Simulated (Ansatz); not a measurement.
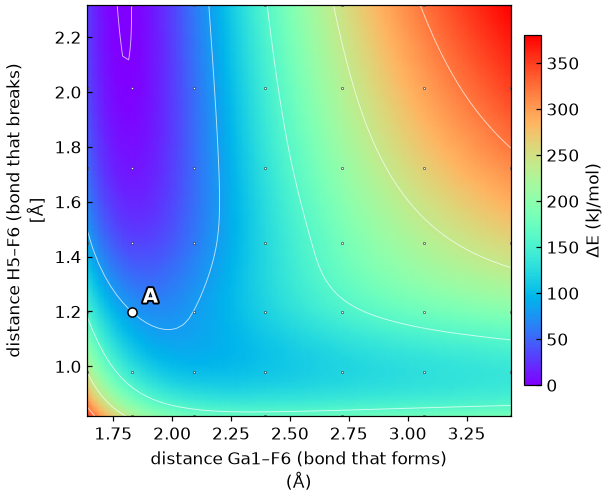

The reacting system FGaH₅N (fragments GaH₄N + FH where the first distance is long, FGaH₅N where the second is long). 
- First axis: distance Ga1–F6 (bond that forms). Second axis: distance H5–F6 (bond that breaks).
- Relaxed at each point: all other coordinates.
- Grid: 7 × 7 points.
- Points are written as (first, second).
- Energies: kJ/mol, counted from the lowest grid point.
- The reference is spin-restricted, so regions where a bond is pulled apart into radicals lie too high.
- Theory: RKS r2SCAN0-D4/def2-SVP (Ansatz).

Drawn: a smooth colour map with a few white contour lines, dots at the grid points, the point A. Between grid points the surface is interpolated.

Q: Is A at rest? If not, where is it pushed?

A: A, at (1.830 Å, 1.199 Å), is not a stationary point. The computed force is 149 kJ/mol for each Å towards larger values of the first coordinate and 230 kJ/mol for each Å towards larger values of the second coordinate.
